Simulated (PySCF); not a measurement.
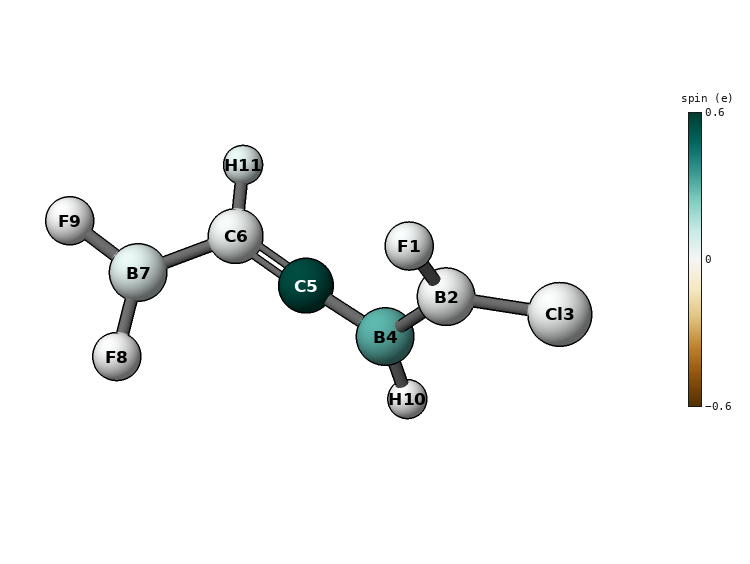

Atoms are coloured by their Mulliken spin populations. State: neutral, doublet. Computed geometry: GFN2-xTB optimisation. No frequency run is at hand to confirm it as a minimum. Level of theory: UKS B3LYP, pcH-1 on B C Cl F H, non-relativistic (PySCF 2.14.0).

Give the Mulliken spin populations atom by atom.

```tsv
atom	value (e)
F1	0.01
B2	0.01
Cl3	0.01
B4	0.30
C5	0.56
C6	0.02
B7	0.05
F8	0.00
F9	0.00
H10	0.00
H11	0.05
```

Mulliken values depend strongly on the basis set. The geometry is semi-empirical. Around B such bond lengths and angles can be off by a tenth of an ångström or more and by several degrees, and values that hang on the shape move with them.
